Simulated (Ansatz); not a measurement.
## Electronic structure of CH4Sn···HCl in real space

The calculation's input:

```
crystal:
  periodic: [false, false, false]
  atoms:
    - { symbol: Sn, position_ang: [0.056552, 0.154976, -0.878752] }
    - { symbol: Cl, position_ang: [1.928382, -0.153141, 2.186557] }
    - { symbol: H, position_ang: [2.347468, 0.166586, 0.967358] }
    - { symbol: H, position_ang: [-1.309633, 1.140589, -0.339604] }
    - { symbol: C, position_ang: [-1.084506, -1.720746, -0.835903] }
    - { symbol: H, position_ang: [-1.53567, -1.850791, 0.15035] }
    - { symbol: H, position_ang: [-1.899468, -1.655461, -1.565323] }
    - { symbol: H, position_ang: [-0.465426, -2.587513, -1.071181] }
basis:
  gaussian: { orbitals: def2-SVP }
hamiltonian:
  xc: { name: BHLYP }
  dispersion: d4
relax:
  f_tol: 0.03
  max_steps: 50
output:
  orbitals: {}
```

Run with:

```sh
ansatz run input.yaml --threads 1 --pin off --max-ram 2048MiB --backend cpu --events-out ev --progress --plain --runs-dir out
```

The fields are those of the run's last geometry, not of the input's.

Core potentials replace the inner electrons of Sn.

Theory: RKS BHLYP-D4/def2-SVP in Ansatz 0.2.0.

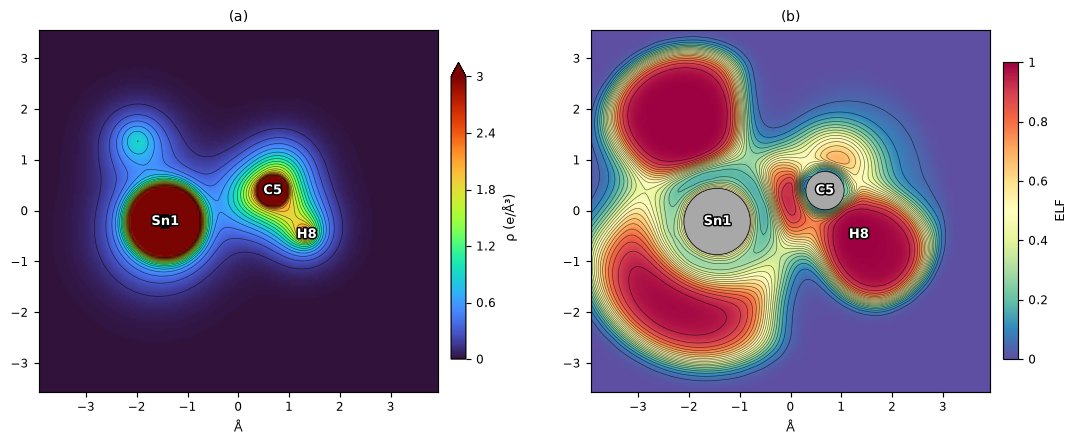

Figure 1. (a) electron density; (b) electron localisation function on the plane of atoms Sn1, C5 and H8. Grey discs cover the atomic cores in the ELF map.

**What do the fields say about this system?**

The section cuts through Sn, C and H sites. C–Sn (2.21 Å): ρ is about 0.61 e/Å³ halfway; the ELF peaks at about 0.95 in the valence shell of C, 0.7 Å from its nucleus, and drops to about 0.15 between the two atoms. C–H (1.09 Å): ρ is about 1.9 e/Å³ halfway; the ELF climbs to about 1 towards the hydrogen, as it does in any bond to H (a covalent bond by its length).

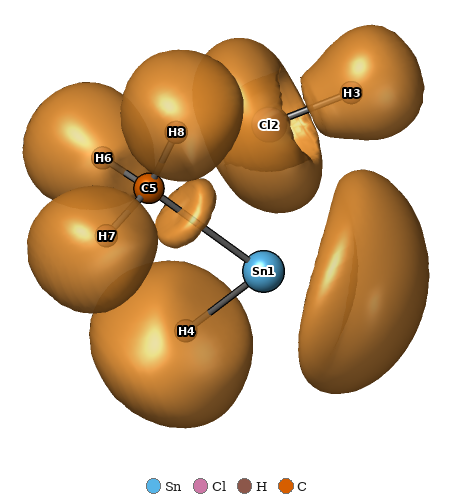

Figure 2. Isosurface of the electron localisation function at 0.8 (orange), seen at an oblique angle. Core shells and regions of very low density are left out.

**Describe the localisation domains.**

The ELF exceeds this value in five regions around hydrogen nuclei, one lobe of the valence shell of C pointing towards Sn (polar bonds), one lobe on Sn, pointing away from the bonds (lone pairs) and one region wrapped around Cl (its valence shell). Along the contacts the grid gives the following. Sn1···Cl2 (3.05 Å): the ELF dips to about 0.05 between them.

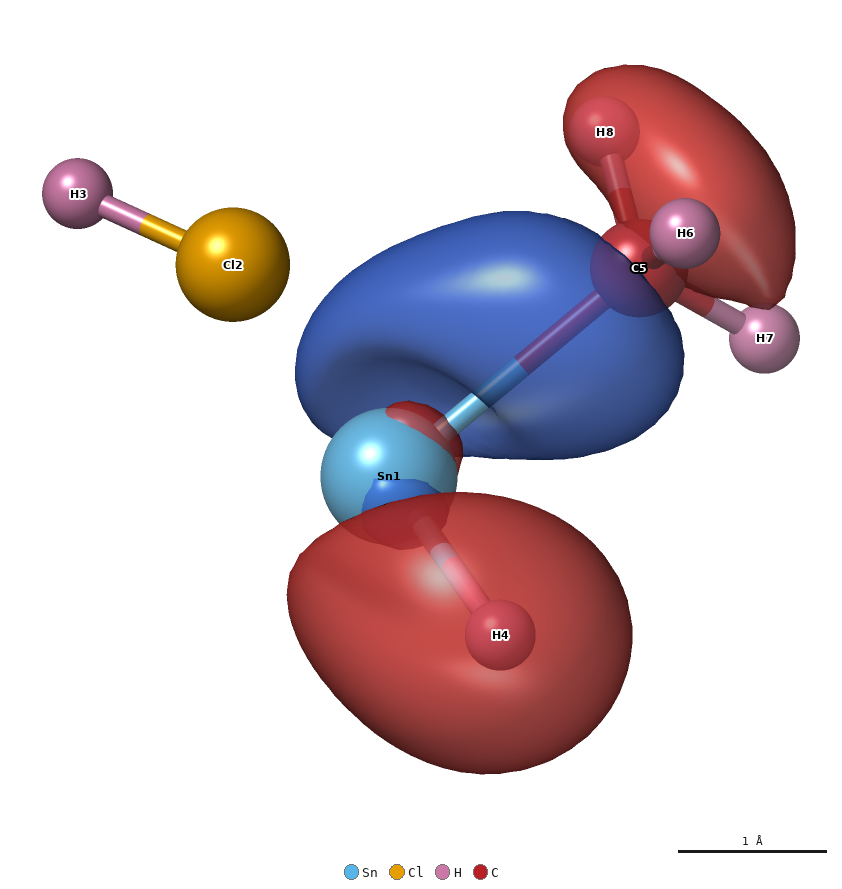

Figure 3. The HOMO−1 at ±0.15 Å⁻³ᐟ² (blue and red are the two phases), seen at a tilt.

**Where does this orbital lie, and at what energy?**

It lies mainly on Sn1 (about 35 %), H4 (about 25 %) and C5 (about 25 %). Its energy is −8.49 eV.
